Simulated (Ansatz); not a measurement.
## Convergence study of the plane-wave cutoff for CaPt2 (R3m, 6 atoms in the cell)

```xyz
6
Lattice="0.0000 3.8113 3.8113 3.8113 0.0000 3.8113 3.8113 3.8113 0.0000" Properties=species:S:1:pos:R:3 pbc="T T T"
Ca     0.0289     0.0289     0.0289
Ca     1.9057     1.9057     1.9057
Pt     4.7642     2.8585     2.8585
Pt     2.8585     2.8585     4.7642
Pt     2.8585     4.7642     2.8585
Pt     4.7642     4.7642     4.7642
```

Level of theory: PBEsol, default PAW files made with PBE (plane waves; Ansatz, a program for electronic structure).

Base settings: basis.ecutwfc = 420 eV; kpoints.mp_grid.grid = 5 5 5; hamiltonian.xc = pbesol; hamiltonian.pseudopotentials = {kind: paw} (the program's default PAW files); scf.occupations.method = gaussian; scf.occupations.width = 0.1 eV.

The second cell is the first with its lattice scaled by 0.98.

The mesh stays at the base's, so the ladder's end is converged at best in this setting alone.

The first pressure column holds Ansatz's estimate of the finite-basis (Pulay) stress, which hides part of the cutoff error; the other is without it.

Only quantities that move along the ladder and can be compared are tabulated.

The count of work is k-points × plane waves × bands × iterations; it is no time. 

The starting cell comes from a database of computed structures (which also holds hypothetical and non-ambient phases and stackings), without a prior relaxation at this level. Its lattice was rescaled by up to half a per cent. One atom was moved a little off its site on purpose. Spin polarisation is off.

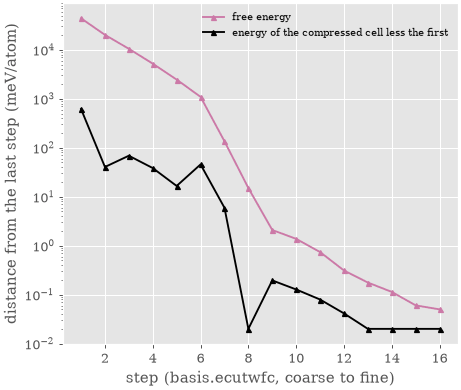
Fig. 1. Distance from the last step along the ladder; very small values are drawn at a floor.

| basis.ecutwfc | free energy less the last step's (meV/atom) | energy of the compressed cell less the first (meV/atom) | pressure (GPa) | pressure without the Pulay estimate (GPa) | largest difference of a force vector from the last step's (eV/Å) | count of work / last |
|---|---|---|---|---|---|---|
| 145 eV | 43950.87 | 643.95 | -23.18 | -1138.72 | 0.499 | 0.065 |
| 170 eV | 20193.65 | -14.68 | -10.01 | -654.57 | 0.139 | 0.076 |
| 190 eV | 10486.06 | -42.87 | -15.43 | -400.09 | 0.321 | 0.081 |
| 210 eV | 5213.23 | -12.66 | -6.66 | -231.70 | 0.057 | 0.094 |
| 230 eV | 2462.58 | 42.37 | 0.91 | -126.82 | 0.071 | 0.11 |
| 250 eV | 1094.28 | 71.42 | 2.29 | -65.69 | 0.054 | 0.12 |
| 295 eV | 135.47 | 31.75 | -0.61 | -12.46 | 0.001 | 0.16 |
| 335 eV | 15.05 | 25.81 | -1.04 | -2.71 | 0.001 | 0.18 |
| 380 eV | 2.09 | 26.00 | -1.05 | -1.14 | 0.000 | 0.23 |
| 420 eV | 1.38 | 25.93 | -1.06 | -1.09 | 0.000 | 0.26 |
| 460 eV | 0.74 | 25.88 | -1.06 | -1.10 | 0.000 | 0.31 |
| 505 eV | 0.31 | 25.85 | -1.07 | -1.08 | 0.000 | 0.36 |
| 565 eV | 0.18 | 25.82 | -1.07 | -1.07 | 0.000 | 0.42 |
| 630 eV | 0.11 | 25.82 | -1.07 | -1.07 | 0.000 | 0.49 |
| 735 eV | 0.06 | 25.81 | -1.07 | -1.07 | 0.000 | 0.63 |
| 840 eV | 0.02 | 25.81 | -1.07 | -1.07 | 0.000 | 0.77 |
| 1010 eV | 0.00 | 25.80 | -1.07 | -1.07 | 0.000 | 1.0 |

Coarsest basis.ecutwfc that holds the energy of the compressed cell less the first within 1 meV/atom of the last step, with all finer ones: 335 eV, at 0.18 of the last step's count of work; the step before is off by 6.0 meV/atom.

Coarsest basis.ecutwfc that holds the pressure within 0.1 GPa of the last step, with all finer ones: 335 eV, at 0.18 of the last step's count of work; the step before is off by 0.47 GPa.

Coarsest basis.ecutwfc that holds the pressure without the Pulay estimate within 0.5 GPa of the last step, with all finer ones: 380 eV, at 0.23 of the last step's count of work; the step before is off by 1.6 GPa.

The energy difference between the two cells stays within 1 meV/atom of the last step's from 335 eV on, the total only from 460 eV on: much of the error is common to both cells and cancels.

At the lowest cutoff the pressure without the Pulay estimate lies 1140 GPa under the last step's, the usual sign of Pulay stress in an incomplete plane-wave basis.

Keys are those of Ansatz 0.2.
